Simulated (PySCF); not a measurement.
Breaking a bond: CSe, singlet.

- UHF/cc-pVTZ (PySCF)
- UKS-PBE0 = unrestricted PBE0/cc-pVTZ in PySCF
- RKS-CAM-B3LYP = restricted CAM-B3LYP/cc-pVTZ run with PySCF

Magnitude of the dipole moment (D; its direction can reverse along the curve, and a method can change to another solution) and Mulliken charge of the fragment that holds C1:

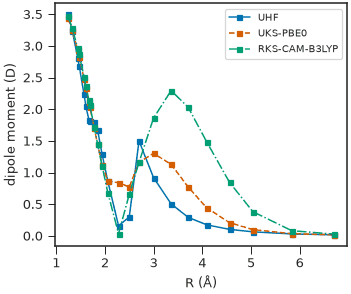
Figure: Dipole moment against bond length.

```json
[
 {"R / Å": "1.24", "μ UHF": "3.50", "q UHF": "-0.47", "μ UKS-PBE0": "3.44", "q UKS-PBE0": "-0.42", "μ RKS-CAM-B3LYP": "3.47", "q RKS-CAM-B3LYP": "-0.38"},
 {"R / Å": "1.33", "μ UHF": "3.23", "q UHF": "-0.38", "μ UKS-PBE0": "3.24", "q UKS-PBE0": "-0.36", "μ RKS-CAM-B3LYP": "3.28", "q RKS-CAM-B3LYP": "-0.33"},
 {"R / Å": "1.44", "μ UHF": "2.82", "q UHF": "-0.29", "μ UKS-PBE0": "2.93", "q UKS-PBE0": "-0.30", "μ RKS-CAM-B3LYP": "2.96", "q RKS-CAM-B3LYP": "-0.28"},
 {"R / Å": "1.47", "μ UHF": "2.69", "q UHF": "-0.26", "μ UKS-PBE0": "2.83", "q UKS-PBE0": "-0.29", "μ RKS-CAM-B3LYP": "2.86", "q RKS-CAM-B3LYP": "-0.27"},
 {"R / Å": "1.57", "μ UHF": "2.24", "q UHF": "-0.19", "μ UKS-PBE0": "2.48", "q UKS-PBE0": "-0.24", "μ RKS-CAM-B3LYP": "2.51", "q RKS-CAM-B3LYP": "-0.23"},
 {"R / Å": "1.61", "μ UHF": "2.04", "q UHF": "-0.16", "μ UKS-PBE0": "2.34", "q UKS-PBE0": "-0.23", "μ RKS-CAM-B3LYP": "2.36", "q RKS-CAM-B3LYP": "-0.21"},
 {"R / Å": "1.67", "μ UHF": "1.83", "q UHF": "-0.13", "μ UKS-PBE0": "2.11", "q UKS-PBE0": "-0.20", "μ RKS-CAM-B3LYP": "2.14", "q RKS-CAM-B3LYP": "-0.19"},
 {"R / Å": "1.69", "μ UHF": "1.81", "q UHF": "-0.13", "μ UKS-PBE0": "2.04", "q UKS-PBE0": "-0.19", "μ RKS-CAM-B3LYP": "2.06", "q RKS-CAM-B3LYP": "-0.18"},
 {"R / Å": "1.78", "μ UHF": "1.80", "q UHF": "-0.14", "μ UKS-PBE0": "1.70", "q UKS-PBE0": "-0.15", "μ RKS-CAM-B3LYP": "1.71", "q RKS-CAM-B3LYP": "-0.14"},
 {"R / Å": "1.85", "μ UHF": "1.67", "q UHF": "-0.13", "μ UKS-PBE0": "1.44", "q UKS-PBE0": "-0.12", "μ RKS-CAM-B3LYP": "1.45", "q RKS-CAM-B3LYP": "-0.11"},
 {"R / Å": "1.94", "μ UHF": "1.29", "q UHF": "-0.09", "μ UKS-PBE0": "1.12", "q UKS-PBE0": "-0.08", "μ RKS-CAM-B3LYP": "1.11", "q RKS-CAM-B3LYP": "-0.07"},
 {"R / Å": "2.06", "μ UHF": "0.86", "q UHF": "-0.05", "μ UKS-PBE0": "0.87", "q UKS-PBE0": "-0.06", "μ RKS-CAM-B3LYP": "0.68", "q RKS-CAM-B3LYP": "-0.03"},
 {"R / Å": "2.28", "μ UHF": "0.16", "q UHF": "0.00", "μ UKS-PBE0": "0.84", "q UKS-PBE0": "-0.06", "μ RKS-CAM-B3LYP": "0.03", "q RKS-CAM-B3LYP": "0.04"},
 {"R / Å": "2.50", "μ UHF": "0.30", "q UHF": "0.03", "μ UKS-PBE0": "0.77", "q UKS-PBE0": "-0.05", "μ RKS-CAM-B3LYP": "0.66", "q RKS-CAM-B3LYP": "0.08"},
 {"R / Å": "2.70", "μ UHF": "1.50", "q UHF": "-0.11", "μ UKS-PBE0": "1.16", "q UKS-PBE0": "-0.08", "μ RKS-CAM-B3LYP": "1.16", "q RKS-CAM-B3LYP": "0.11"},
 {"R / Å": "3.00", "μ UHF": "0.92", "q UHF": "-0.06", "μ UKS-PBE0": "1.30", "q UKS-PBE0": "-0.09", "μ RKS-CAM-B3LYP": "1.86", "q RKS-CAM-B3LYP": "0.14"},
 {"R / Å": "3.36", "μ UHF": "0.50", "q UHF": "-0.02", "μ UKS-PBE0": "1.13", "q UKS-PBE0": "-0.06", "μ RKS-CAM-B3LYP": "2.29", "q RKS-CAM-B3LYP": "0.14"},
 {"R / Å": "3.71", "μ UHF": "0.29", "q UHF": "-0.01", "μ UKS-PBE0": "0.77", "q UKS-PBE0": "-0.04", "μ RKS-CAM-B3LYP": "2.03", "q RKS-CAM-B3LYP": "0.11"},
 {"R / Å": "4.09", "μ UHF": "0.17", "q UHF": "0.00", "μ UKS-PBE0": "0.44", "q UKS-PBE0": "-0.02", "μ RKS-CAM-B3LYP": "1.49", "q RKS-CAM-B3LYP": "0.07"},
 {"R / Å": "4.56", "μ UHF": "0.10", "q UHF": "0.00", "μ UKS-PBE0": "0.21", "q UKS-PBE0": "-0.01", "μ RKS-CAM-B3LYP": "0.84", "q RKS-CAM-B3LYP": "0.04"},
 {"R / Å": "5.04", "μ UHF": "0.06", "q UHF": "0.00", "μ UKS-PBE0": "0.10", "q UKS-PBE0": "0.00", "μ RKS-CAM-B3LYP": "0.38", "q RKS-CAM-B3LYP": "0.01"},
 {"R / Å": "5.84", "μ UHF": "0.03", "q UHF": "0.00", "μ UKS-PBE0": "0.03", "q UKS-PBE0": "0.00", "μ RKS-CAM-B3LYP": "0.08", "q RKS-CAM-B3LYP": "0.00"},
 {"R / Å": "6.71", "μ UHF": "0.02", "q UHF": "0.00", "μ UKS-PBE0": "0.02", "q UKS-PBE0": "0.00", "μ RKS-CAM-B3LYP": "0.03", "q RKS-CAM-B3LYP": "0.00"}
]
```

The unrestricted determinant behind UHF is spin-contaminated at 1.67 to 6.71 Å (<S²> up to 2.0, against 0.00 for a pure singlet). The unrestricted solution behind UKS-PBE0 changes between 2.28 and 2.50 Å, which can leave a kink. The unrestricted determinant behind UKS-PBE0 is spin-contaminated at 2.06 to 6.71 Å (<S²> up to 2.0, against 0.00 for a pure singlet). The restricted form behind RKS-CAM-B3LYP keeps the bonding electrons paired and can't separate into open-shell fragments.
